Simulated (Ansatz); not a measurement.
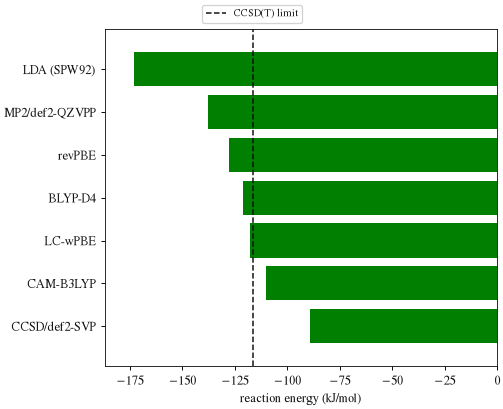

Electronic reaction energy of Si₂H₆O ([SiH3]O[SiH3]) + HO ([OH]) [doublet] → Si₂H₅O ([SiH2]O[SiH3]) [doublet] + H₂O (O) (SMILES in brackets) at several levels (functionals in def2-TZVPP unless a basis is named), isolated molecules at PBE0-D4 triple-zeta geometries, minima by their frequencies, no zero-point or thermal terms, the Ansatz code. The line is frozen-core CCSD(T) at the basis limit (MP2 extrapolated from triple and quadruple zeta, plus CCSD(T) less MP2 in a smaller set). No dispersion term is added to revPBE, LC-wPBE and CAM-B3LYP. The distance of MP2/def2-QZVPP and CCSD/def2-SVP to the limit includes basis error. The limit lies 8.2 kJ/mol from CCSD(T)/def2-TZVPP, so the line itself is uncertain by a part of that.

**Which level comes closest to the line (CCSD(T) limit), and which misses most?**

Closest LC-wPBE (−117.7 kJ/mol), against −116.2 kJ/mol; farthest LDA (SPW92) (−173.3 kJ/mol).

**What range do the values span, the line included?**

From −173.3 kJ/mol (LDA (SPW92)) to −89.1 kJ/mol (CCSD/def2-SVP).
